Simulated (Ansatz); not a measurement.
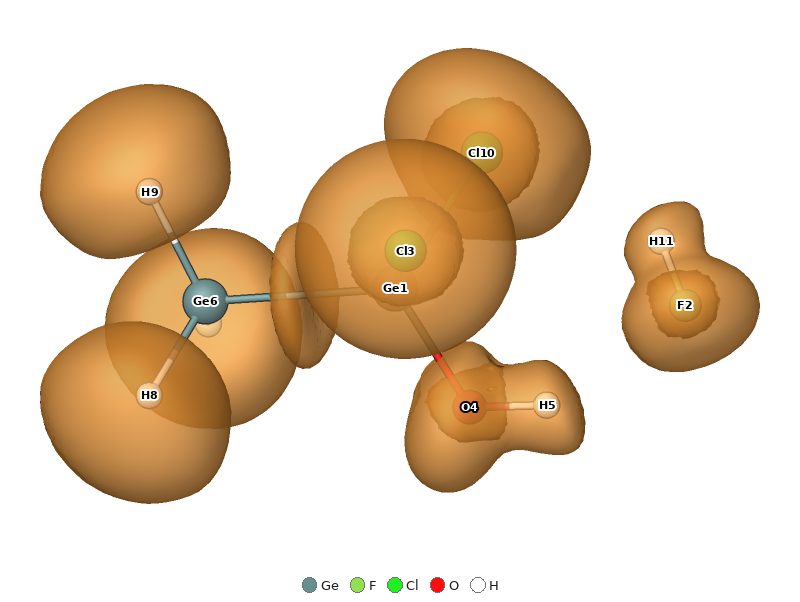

*Cl$_{2}$Ge$_{2}$H$_{4}$O···HF. Isosurface of the electron localisation function at 0.75 (orange), seen across its widest extent. Core shells and regions of very low density are left out.*

Method: RHF/def2-SVP (Ansatz).

```csv
atom,x (Å),y (Å),z (Å)
Ge,-0.1309,-0.7750,-0.2664
F,0.4627,1.2304,2.5797
Cl,1.5398,0.1970,-1.2303
O,-1.2179,0.4285,0.3467
H,-0.8838,1.0169,1.0144
Ge,-1.2545,-2.3780,-1.7242
H,-2.3745,-3.0389,-0.9221
H,-1.8110,-1.6175,-2.9267
H,-0.2153,-3.4088,-2.1630
Cl,0.7453,-1.7849,1.4748
H,0.7633,0.3835,2.7022
```

### Where are the electrons localised?

At this value the surface marks out one region between bonded Ge–Ge atoms (shared pairs), three regions around hydrogen nuclei, one region on Cl in which the atom's valence shell and bonds are merged, one region wrapped around Cl (its valence shell), one joined region spread over several atoms (F, H), in which their bonds and any lone pairs are merged and one joined region spread over several atoms (H, O), in which their bonds and any lone pairs are merged. Profiles from the grid: F2···H5 (2.08 Å): the ELF dips to about 0.05 between them (by its geometry a hydrogen bond between the two molecules, with no shared pair). Ge–O (1.73 Å): the ELF peaks at about 0.85 in the valence shell of O, 0.6 Å from its nucleus, and is about 0.35 at the midpoint.
